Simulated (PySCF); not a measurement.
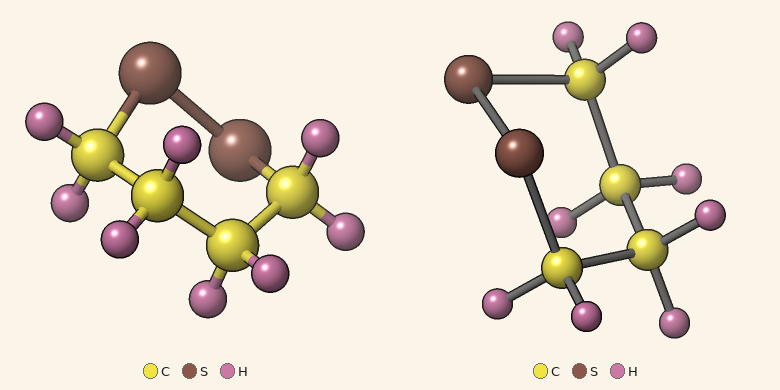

Two views of one molecule.

The geometry was computed by an optimisation with PBE0-D3(BJ)/def2-SVP. No frequency run is at hand to confirm it as a minimum.

**Count the atoms of each element.**

C4H8S2, 14 atoms: 4 carbon, 8 hydrogen and 2 sulfur.

**How many bonds of each kind are drawn?**

8 C–H, 3 C–C, 2 C–S, 1 S–S.

**How many sets of symmetry-equivalent atoms are there?**

7: 2 C, 2 C, 2 S, 2 H, 2 H, 2 H, 2 H.

**Give a SMILES string for it.**

C1CCSSC1

The parts below concern this one geometry. Atoms keep their numbers from picture to picture.

### Geometry

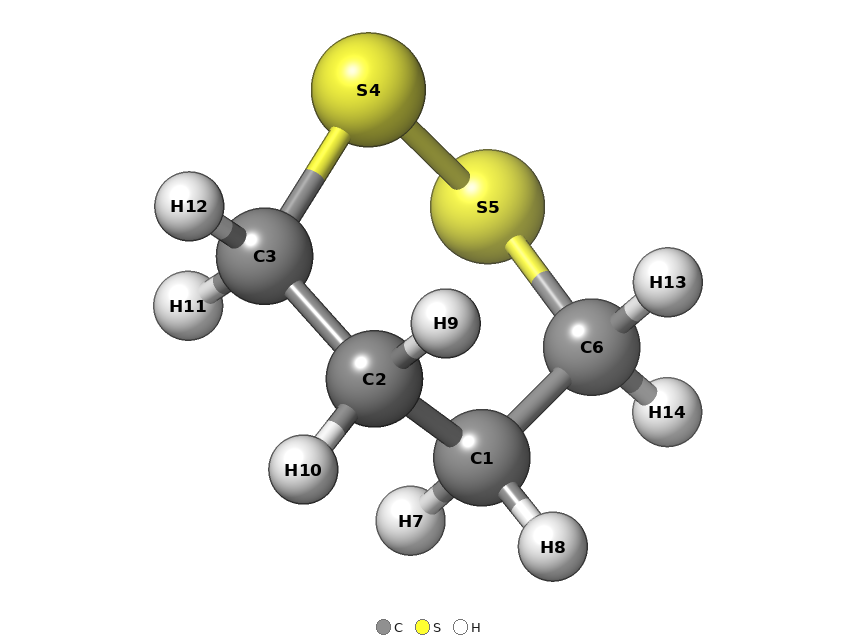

Atoms carry their numbers in the input. No frequency run is at hand to confirm it as a minimum.

Give the bond lengths.

```json
{"bond": "C1–C2", "length (Å)": "1.529", "order": "single"}
{"bond": "C1–C6", "length (Å)": "1.523", "order": "single"}
{"bond": "C1–H7", "length (Å)": "1.104", "order": "single"}
{"bond": "C1–H8", "length (Å)": "1.103", "order": "single"}
{"bond": "C2–C3", "length (Å)": "1.523", "order": "single"}
{"bond": "C2–H9", "length (Å)": "1.104", "order": "single"}
{"bond": "C2–H10", "length (Å)": "1.103", "order": "single"}
{"bond": "C3–S4", "length (Å)": "1.820", "order": "single"}
{"bond": "C3–H11", "length (Å)": "1.102", "order": "single"}
{"bond": "C3–H12", "length (Å)": "1.102", "order": "single"}
{"bond": "S4–S5", "length (Å)": "2.075", "order": "single"}
{"bond": "S5–C6", "length (Å)": "1.819", "order": "single"}
{"bond": "C6–H13", "length (Å)": "1.102", "order": "single"}
{"bond": "C6–H14", "length (Å)": "1.102", "order": "single"}
```

### Ring current

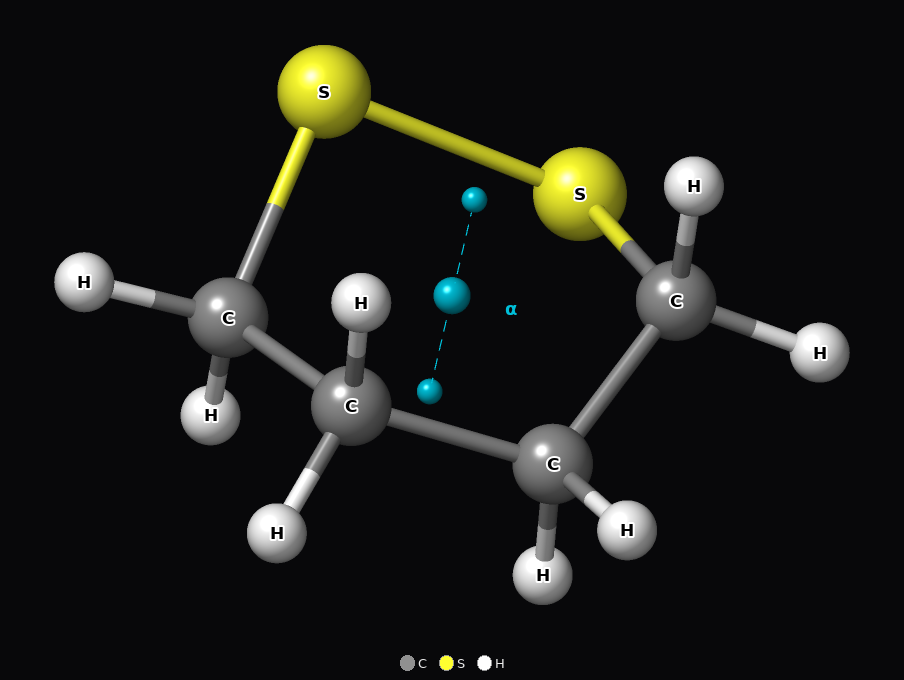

The small points mark where nucleus-independent chemical shifts (NICS) were computed: at the centre of each lettered ring and 1 Å above and below it. No frequency run is at hand to confirm it as a minimum. Level of theory: GIAO PBE0/pcSseg-1 NMR shielding, non-relativistic, IEF-PCM chloroform (PySCF 2.14.0).

Give NICS(0), NICS(1) and the out-of-plane component NICS(1)zz for each ring (means of the two sides).

```tsv
ring	members	NICS(0)	NICS(1)	NICS(1)zz
α	C4S2	−2.2	−1.9	5.3
```

Values in ppm.

**What do the values say about the ring currents?**

Ring α: weak, as in a non-aromatic ring. NICS is one index among several.

### Levels of theory compared

No frequency run is at hand to confirm it as a minimum. Program: PySCF 2.14.0.

At this fixed geometry, give HOMO energy (eV), HOMO–LUMO gap (eV), dipole (D) at these levels: BHandHLYP/aug-pcX-1 (pcseg-1 on H) (def2-SVPD on S); CAM-B3LYP/def2-SVPD; CAM-B3LYP/def2-SVPD in benzene (IEF-PCM); CAM-B3LYP/def2-SVPD in chloroform (IEF-PCM); PBE0/pcSseg-1 in benzene (IEF-PCM); PBE0/pcSseg-1 in chloroform (IEF-PCM).

```tsv
level	HOMO energy (eV)	HOMO–LUMO gap (eV)	dipole (D)
BHandHLYP/aug-pcX-1 (pcseg-1 on H) (def2-SVPD on S)	−7.35	7.63	2.88
CAM-B3LYP/def2-SVPD	−7.60	7.97	2.84
CAM-B3LYP/def2-SVPD in benzene (IEF-PCM)	−7.62	8.00	3.34
CAM-B3LYP/def2-SVPD in chloroform (IEF-PCM)	−7.66	8.03	3.66
PBE0/pcSseg-1 in benzene (IEF-PCM)	−6.37	5.90	3.31
PBE0/pcSseg-1 in chloroform (IEF-PCM)	−6.41	5.91	3.60
```

### Quadrupole coupling

No frequency run is at hand to confirm it as a minimum. Electric field gradients from the ground-state density, PBE0/pcSseg-1 in benzene (IEF-PCM) (PySCF 2.14.0), non-relativistic apart from any core potentials.

Give the largest field-gradient component, the quadrupole coupling constant and the asymmetry for 33S at S4 (Q = −67.81 mb).

```csv
atom,V_zz (a.u.),e²qQ/h (MHz),η
S4,−3.234,51.5,0.64
```
